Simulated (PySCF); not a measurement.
## Electronic structure of C3H10OSi2 (SMILES C=CO[SiH2]C[SiH3]) in real space

```yaml
atoms:
  - { symbol: C, position_ang: [3.0600, -0.2380, 0.4507] }
  - { symbol: C, position_ang: [2.0941, 0.5593, 0.8687] }
  - { symbol: O, position_ang: [0.8703, 0.6785, 0.3327] }
  - { symbol: Si, position_ang: [0.1703, -0.0341, -0.9572] }
  - { symbol: C, position_ang: [-1.5769, 0.6821, -0.9091] }
  - { symbol: Si, position_ang: [-2.5928, 0.2444, 0.6343] }
  - { symbol: H, position_ang: [4.0082, -0.2638, 0.9526] }
  - { symbol: H, position_ang: [2.9261, -0.8820, -0.3996] }
  - { symbol: H, position_ang: [2.2218, 1.2134, 1.7246] }
  - { symbol: H, position_ang: [0.1748, -1.4945, -0.8207] }
  - { symbol: H, position_ang: [0.8896, 0.3265, -2.1861] }
  - { symbol: H, position_ang: [-2.1039, 0.3291, -1.7943] }
  - { symbol: H, position_ang: [-1.5249, 1.7667, -1.0009] }
  - { symbol: H, position_ang: [-3.9131, 0.8786, 0.5310] }
  - { symbol: H, position_ang: [-1.9389, 0.7190, 1.8542] }
  - { symbol: H, position_ang: [-2.7723, -1.2087, 0.7077] }
```

Geometry: GFN2-xTB.

Computed with PBE0/pcSseg-1, SCF density, gas phase, non-relativistic (PySCF).

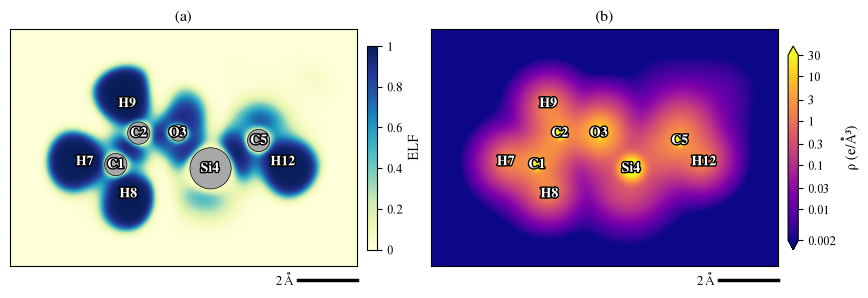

Figure 1. (a) ELF; (b) total electron density on the plane of atoms O3, C2 and H9. Grey discs cover the atomic cores in the ELF map.

Interpret the plot.

The section cuts through C, O, Si and H sites.
C–C (1.32 Å): ρ at the midpoint is about 2.4 e/Å³; the ELF peaks at about 0.95 between the atoms (a short, multiple covalent bond).
C–O (1.34 Å): ρ is about 2.4 e/Å³ halfway; the ELF peaks at about 0.90 between the atoms, as expected for a polar covalent bond.
Si–O (1.63 Å): the density is about 1.1 e/Å³ at the midpoint; the ELF peaks at about 0.85 between the atoms; a shared but strongly polarised pair.
C–Si (1.89 Å): ρ is about 0.93 e/Å³ halfway; the ELF peaks at about 0.95 between the atoms (a shared electron pair).
C–H (1.07 Å): ρ is about 2 e/Å³ halfway; the ELF climbs to about 1 towards the hydrogen, as it does in any bond to H (a covalent bond by its length).
The ELF also peaks beside O3, away from the bonds: lone-pair regions.

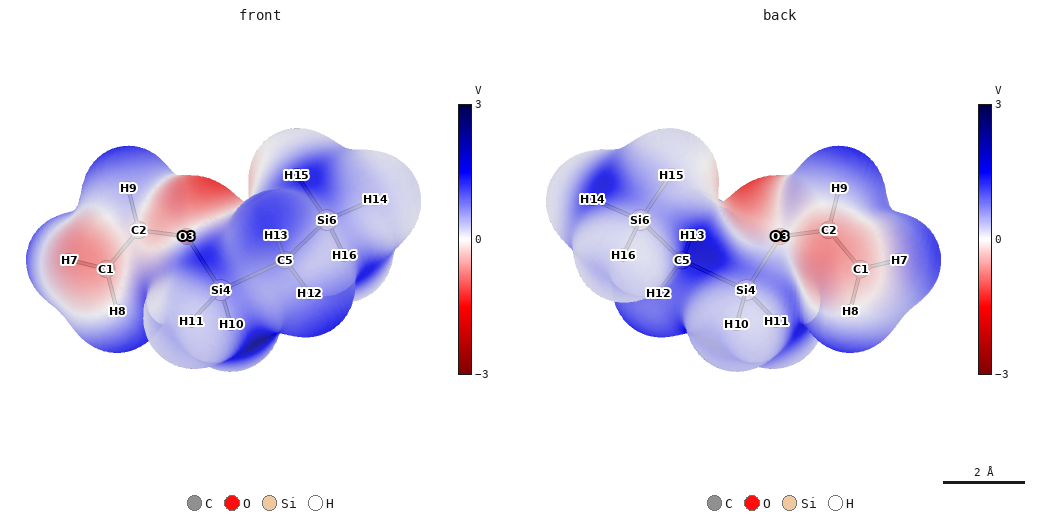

Figure 2. The electrostatic potential painted on the density surface at 0.004 e/bohr³, seen from the front and from behind; red is negative and blue positive.

Describe the electrostatic potential map.

The most negative region (about −1.1 V, or −25 kcal/mol for a unit charge) lies over O3, the most positive (about +2.2 V, or +51 kcal/mol for a unit charge) over Si4. O3 is the likeliest acceptor of a hydrogen bond.
